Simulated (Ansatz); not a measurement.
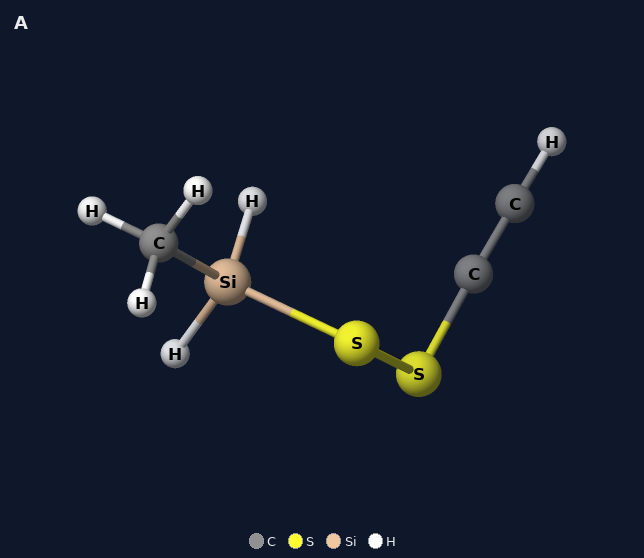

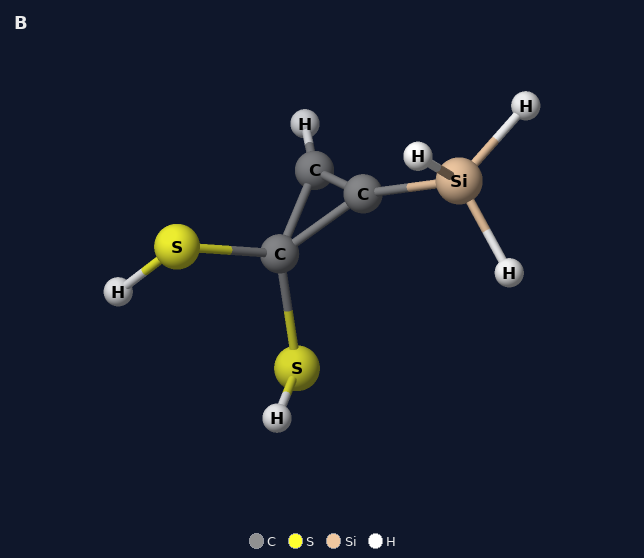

2 stationary structures of one formula. Geometries: PBE-D4/def2-SVP. Electronic energies: PBE-D4/def2-SVP (Ansatz 0.2.0), without zero-point energy. No frequency run is at hand to confirm each as a minimum. Each is one conformer, not always the lowest.

How are they related?

Answer. They are constitutional isomers of C3H6S2Si: A `C#CSS[SiH2]C`, B `[SiH3]C1=CC1(S)S`.

Which is lowest in energy, and by how much?

Answer. A is lowest; B lies 111.9 kJ/mol above it.
